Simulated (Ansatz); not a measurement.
# One shape, several levels: SiH4 (silane)

We compute a comparison of 6 runs (B2PLYP/3-21G, CAM-B3LYP/6-31G, PBE0/3-21G, UB3LYP/6-31G, r2SCAN0/3-21G, CCSD(T)/3-21G) of SiH4 (silane). 

The results are computed with Ansatz 0.2.0.

53 further runs of the same task are left out: 2 that didn't finish, 51 set aside as unsound or not needed.

### 1 The molecule

The species is SiH4 (5 atoms), meant as a singlet with charge 0. As SMILES, `[SiH4]`. The H2–Si1 distance was set to 3.711 Å, away from the relaxed value. At this shape a bond of the SMILES string is far longer than usual.

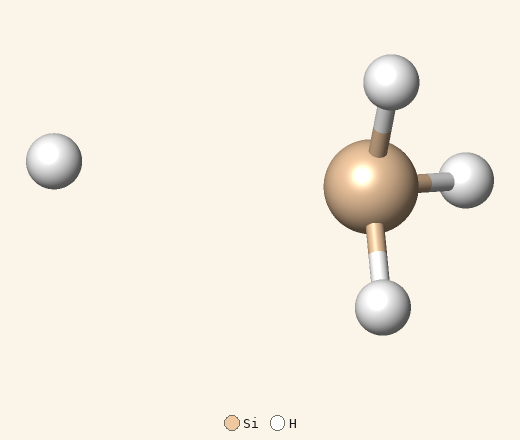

The structure, seen from a chosen angle (silicon light orange, hydrogen white).

### 2 The energy at B2PLYP/3-21G (run 1)

in.yaml reads:

```yaml
crystal:
  periodic: [false, false, false]
  atoms:
    - {symbol: Si, position_ang: [-1.451406, 1.032605, -1.336606]}
    - {symbol: H, position_ang: [0.967600, -0.688400, 0.890900]}
    - {symbol: H, position_ang: [-2.782406, 1.077505, -0.680506]}
    - {symbol: H, position_ang: [-1.556506, 0.292305, -2.619106]}
    - {symbol: H, position_ang: [-0.982906, 2.416405, -1.600706]}
basis:
  gaussian:
    orbitals: 3-21G.json
hamiltonian:
  xc: {name: B2PLYP}
correlation:
  frozen_orbitals: {H: 0, Si: 5}
accuracy: high
```

The basis set 3-21G is read from a file made from the Basis Set Exchange's data (not shown).

Launch:

```
$ ansatz run in.yaml --threads 1 --pin off --max-ram 2610MiB --events-out events.jsonl --progress --plain --runs-dir runs
```

Standard output:

```text
Warning: RAYON_NUM_THREADS=1 ignored (pool sized by the plan → 1); use --threads N
Functional definition: B2PLYP
  name "B2PLYP"
  parameter a = 0.53
  parameter c = 0.27
  exchange = (1 - a)*b88_x + a*exact_x
  correlation = (1 - c)*lyp_c + c*(mp2_os + mp2_ss)
410 factors; integrals over basis functions are off by at most 3.2e-9 eV
mean field evaluation 1: about -7888.6255 eV, gradient 1.1e1 eV
mean field evaluation 2: about -7888.6179 eV, gradient 1.1e1 eV
mean field evaluation 4: about -7889.5545 eV, gradient 1.8e0 eV
mean field evaluation 8: about -7889.5735 eV, gradient 9.0e-2 eV
mean field evaluation 16: about -7889.5736 eV, gradient 7.4e-8 eV
mean field -7889.57358805 eV, -289.9364816157 hartree, gradient 7.5e-8 eV, S^2 0.000000; 0 other end points of the search recorded, 0 dependent functions left out; unrestricted orbitals would lower it
5 core orbitals not correlated: weight in the atoms' cores, before any rotation towards them, 1.000 or more for the frozen orbitals, at most 0.000 for the correlated occupied ones
reference -7889.57361086 eV, -289.9364824540 hartree; 4, 4 occupied and 12, 12 virtual orbitals, 410 factors
second order -4.87947484 eV of doubles, -0.00000000 eV of singles
Total energy: -7890.89106907 eV, -289.9848981502 hartree
```

It took 1.1 s on 1 thread of Arm Neoverse V1, shared host.

### 3 A single-point energy at CAM-B3LYP/6-31G (run 2)

run.yaml reads:

```yaml
crystal:
  periodic: [false, false, false]
  atoms:
    - {symbol: Si, position_ang: [-1.451406, 1.032605, -1.336606]}
    - {symbol: H, position_ang: [0.967600, -0.688400, 0.890900]}
    - {symbol: H, position_ang: [-2.782406, 1.077505, -0.680506]}
    - {symbol: H, position_ang: [-1.556506, 0.292305, -2.619106]}
    - {symbol: H, position_ang: [-0.982906, 2.416405, -1.600706]}
basis:
  gaussian:
    orbitals: 6-31G
hamiltonian:
  xc: {name: CAM-B3LYP}
accuracy: high
```

Launch:

```
$ ansatz run run.yaml --threads 1 --pin off --max-ram 2610MiB --events-out events.jsonl --progress --plain --runs-dir runs
```

Standard output:

```text
Warning: RAYON_NUM_THREADS=1 ignored (pool sized by the plan → 1); use --threads N
Functional definition: CAM-B3LYP
  name "CAM-B3LYP"
  parameter alpha = 0.19
  parameter beta = 0.46
  parameter omega = 0.33/bohr
  parameter ac = 0.81
  exchange = (1 - alpha - beta)*b88_x + beta*b88_x_sr(omega) + alpha*exact_x + beta*exact_x_lr(omega)
  correlation = (1 - ac)*vwn5_c + ac*lyp_c
465 factors; integrals over basis functions are off by at most 3.4e-9 eV
205 factors; integrals over basis functions are off by at most 2.2e-9 eV
mean field evaluation 1: about -7934.5758 eV, gradient 1.1e1 eV
mean field evaluation 2: about -7931.3535 eV, gradient 2.1e1 eV
mean field evaluation 4: about -7935.4814 eV, gradient 8.5e-1 eV
mean field evaluation 8: about -7935.4809 eV, gradient 3.1e-3 eV
mean field evaluation 16: about -7935.4809 eV, gradient 3.5e-7 eV
mean field -7935.48087227 eV, -291.6235431937 hartree, gradient 1.0e-8 eV, S^2 0.000000; 0 other end points of the search recorded, 0 dependent functions left out
reference -7935.48088942 eV, -291.6235438240 hartree; 9, 9 occupied and 12, 12 virtual orbitals, 465 factors
Total energy: -7935.48088942 eV, -291.6235438240 hartree
```

Wall time 1.1 s (1 thread of Arm Neoverse V1, shared host).

### 4 A single-point energy at PBE0/3-21G (run 3)

in.yaml: that of step 2 with these lines changed.

```diff
@@ -11,6 +11,6 @@
     orbitals: 3-21G.json
+magnetization:
+  spin_polarized: false
 hamiltonian:
-  xc: {name: B2PLYP}
-correlation:
-  frozen_orbitals: {H: 0, Si: 5}
+  xc: pbe0
 accuracy: high
```

The basis set 3-21G is read from a file made from the Basis Set Exchange's data (not shown).

Launch:

```
$ ansatz run in.yaml --threads 1 --pin off --max-ram 2610MiB --events-out events.jsonl --progress --plain --runs-dir runs
```

Standard output:

```text
Warning: RAYON_NUM_THREADS=1 ignored (pool sized by the plan → 1); use --threads N
Functional definition: PBE0
  name "PBE0"
  parameter a = 0.25
  parameter kappa = 0.804
  parameter beta = 0.06672455060314922
  exchange = (1 - a)*pbe_x(kappa = kappa, mu = beta*pi^2/3) + a*exact_x
  correlation = pbe_c(beta = beta)
410 factors; integrals over basis functions are off by at most 3.2e-9 eV
mean field evaluation 1: about -7891.1037 eV, gradient 5.8e0 eV
mean field evaluation 2: about -7887.7031 eV, gradient 1.9e1 eV
mean field evaluation 4: about -7891.2737 eV, gradient 2.1e0 eV
mean field evaluation 8: about -7891.2928 eV, gradient 1.6e-1 eV
mean field evaluation 16: about -7891.2930 eV, gradient 2.4e-6 eV
mean field -7891.29299961 eV, -289.9996688250 hartree, gradient 3.5e-8 eV, S^2 0.000000; 0 other end points of the search recorded, 0 dependent functions left out
reference -7891.29300170 eV, -289.9996689019 hartree; 9, 9 occupied and 12, 12 virtual orbitals, 410 factors
Total energy: -7891.29300170 eV, -289.9996689019 hartree
```

Wall time 0.74 s (1 thread of Arm Neoverse V1, shared host).

Runs 4 to 5 aren't shown in full; the table further down has their settings and results.

### 5 A single-point energy at CCSD(T)/3-21G (run 6)

in.yaml reads:

```yaml
basis:
  gaussian:
    orbitals: 3-21G.json
crystal:
  periodic: [false, false, false]
  atoms:
    - symbol: Si
      position_ang: [-1.451406, 1.032605, -1.336606]
    - symbol: H
      position_ang: [0.967600, -0.688400, 0.890900]
    - symbol: H
      position_ang: [-2.782406, 1.077505, -0.680506]
    - symbol: H
      position_ang: [-1.556506, 0.292305, -2.619106]
    - symbol: H
      position_ang: [-0.982906, 2.416405, -1.600706]
correlation:
  method: ccsd_t
  frozen_orbitals: {H: 0, Si: 5}
accuracy: high
scf:
  omitted_lower_state_checks: [cluster_reference, increment]
```

The basis set 3-21G is read from a file made from the Basis Set Exchange's data (not shown).

Launch:

```
$ ansatz run in.yaml --threads 1 --pin off --max-ram 2610MiB --events-out events.jsonl --progress --plain --runs-dir runs
```

Standard output, cut to the lines that bear on the results:

```text
Warning: RAYON_NUM_THREADS=1 ignored (pool sized by the plan → 1); use --threads N
Functional definition: HF
  name "HF"
[...]
410 factors; integrals over basis functions are off by at most 3.2e-9 eV
[...]
mean field -7876.50318680 eV, -289.4561532293 hartree, gradient 1.2e-8 eV, S^2 0.000000; 1 other end points of the search recorded, 0 dependent functions left out; unrestricted orbitals would lower it
5 core orbitals not correlated: weight in the atoms' cores, before any rotation towards them, 1.000 or more for the frozen orbitals, at most 0.000 for the correlated occupied ones
reference -7876.50318680 eV, -289.4561532293 hartree; 4, 4 occupied and 12, 12 virtual orbitals, 410 factors
second order -3.12392435 eV of doubles, -0.00000000 eV of singles
cycle   1  -3.05622846 eV  change    -1.0e0 eV  update   1.5e-1
[...]
cycle  26  -5.08950834 eV  change   1.0e-10 eV  update  6.8e-11
perturbative correction -0.22604897 eV, -0.0083071463 hartree
WARN: these amplitudes may be one of several solutions (largest doubles amplitude 0.75, level shift 6.37 eV)
Total energy: -7881.81874411 eV, -289.6514963574 hartree
Checks for a lower state left out: cluster_reference, increment
```

Run time: 0.16 s. Hardware: 1 thread of Arm Neoverse V1, shared host.

### 6 The series

```tsv
run	level	frozen core orbitals	energy (Eh)	wall time
1	B2PLYP/3-21G	5	-289.984898	1.1 s
2	CAM-B3LYP/6-31G	–	-291.623544	1.1 s
3	PBE0/3-21G	–	-289.999669	0.74 s
4	UB3LYP/6-31G	–	-291.709289	3.6 s
5	r2SCAN0/3-21G	–	-290.075936	1.9 s
6	CCSD(T)/3-21G	5	-289.651496	0.16 s
```

### 7 Results

| quantity | value |
| --- | --- |
| run 6: total energy | -289.65150 Eh |
| run 6: correlation energy (5 core orbitals frozen) | -195.3 mEh |
| run 6: (T) correction | -8.31 mEh |
| run 6: T1 diagnostic | 0.050 |

**Reading.** Totals of different functionals can't be ranked against each other. In run 6 the T1 diagnostic is large, so a single reference may not serve. In runs 1, 6 the log says that unrestricted orbitals would lower the reference, so the values rest on an unstable closed-shell determinant (other closed-shell runs at this shape may share the fault). In runs 1, 2, 3, 5, 6 a closed-shell determinant meets a far-stretched bond, which it describes badly. Spin contamination of the reference: run 4 ⟨S²⟩ = 0.95. Where it is this large, the reference is a mixture of spin states, and values that rest on it are in doubt. All runs together took 8.6 s, the longest 3.6 s.
